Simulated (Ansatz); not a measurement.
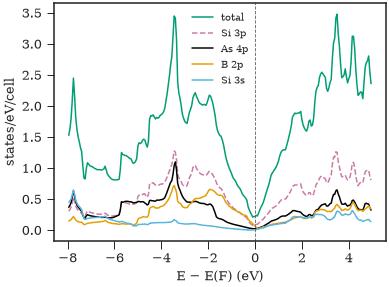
Figure. Total and projected density of states of Si$_{2}$BAs in space group R3m (No. 160; B on 3a, As on 3a, Si on 3a, Si on 3a), plane-wave PAW PBE (Ansatz code)

### Question
Which orbitals carry the states next to the Fermi level?

### Answer
Within 0.5 eV of the Fermi level: Si 3p 40 %, B 2p 28 %, As 4p 12 %, As 4s 6 %, outside the projected shells 6 %. Projections are on Löwdin-orthogonalised atomic valence shells; empty p or d shells of many metals are not among them.

### Question
Where is the tallest occupied peak in this window, and what makes it?

### Answer
Near -3.4 eV, about 3.4 states/eV per cell; the largest projected share is Si 3p.

The start of the workflow was typed in or built on a structure type; neither database checked (COD, Materials Project) lists it. Whether it is the stable phase at ambient conditions was not checked. The PBE relaxation kept the symmetry of its start; whether a distortion lowers the energy is not shown. The volume moved by 19 % from the start of the relaxation. Spin–orbit coupling is left out wherever it is not named.

Potentials: the earlier of the program's two PAW sets.
